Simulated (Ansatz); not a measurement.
Fields on a plane of CaPbF6 (space group Fm-3m)

```
CELL_PARAMETERS angstrom
      0.00000     4.31102     4.31102
      4.31102     0.00000     4.31102
      4.31102     4.31102     0.00000
ATOMIC_POSITIONS crystal
  Ca 0.50000 0.50000 0.50000
  Pb 0.00000 0.00000 0.00000
  F  0.76028 0.76028 0.23972
  F  0.23972 0.23972 0.76028
  F  0.23972 0.76028 0.76028
  F  0.76028 0.23972 0.23972
  F  0.76028 0.23972 0.76028
  F  0.23972 0.76028 0.23972
```

The slice is a {111} plane (indices of the conventional cell) through the point (0.240, 0.240, 0.760) (fractional), spanned by u = [100] and v = [-1 2 0] in vectors of this cell: u (6.10 Å) and v (10.56 Å, at 90° to u). It covers one period; positions are fractions (u, v).

Atoms on it: F at (0.00, 0.00); F at (0.50, 0.50); F at (0.26, 0.26); F at (0.76, 0.76); F at (0.02, 0.50); F at (0.52, 0.00).

These are r2SCAN (plane waves to 500 eV, PAW, scalar-relativistic; Ansatz, a program for electronic structure) values and carry that method's errors. k mesh 7×7×7. Near the nuclei the fields are pseudised (PAW); where an atom keeps semicore shells as valence, they peak there. CaPbF6 was relaxed with its symmetry unable to fall. Spin-orbit coupling is left out, though Pb is heavy.

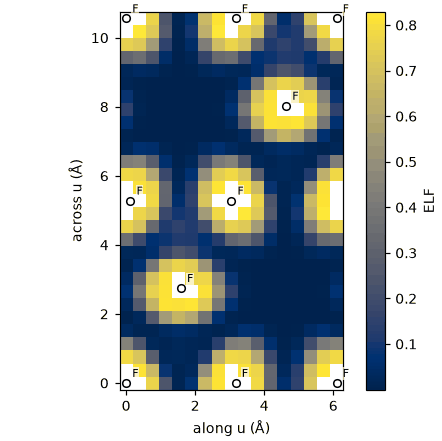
Fig. 1. Electron localisation function (ELF), one period of the plane, atoms marked. Points within 0.4 Å of a nucleus are left white, as the pseudised field means little there.

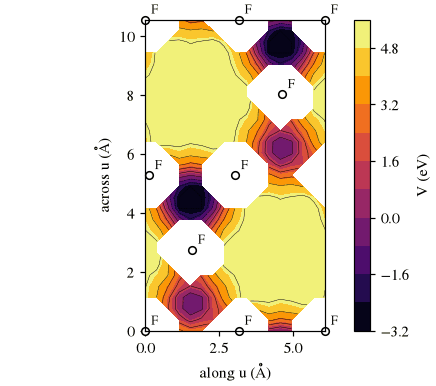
*Electrostatic potential energy of an electron, from the cell's mean, in eV, one period of the plane, atoms marked. Points within 0.9 Å of a nucleus are left white, as the pseudised field means little there. Values under -3 eV are set to -3. The zero, the cell's mean, hangs on the PAW cores.*
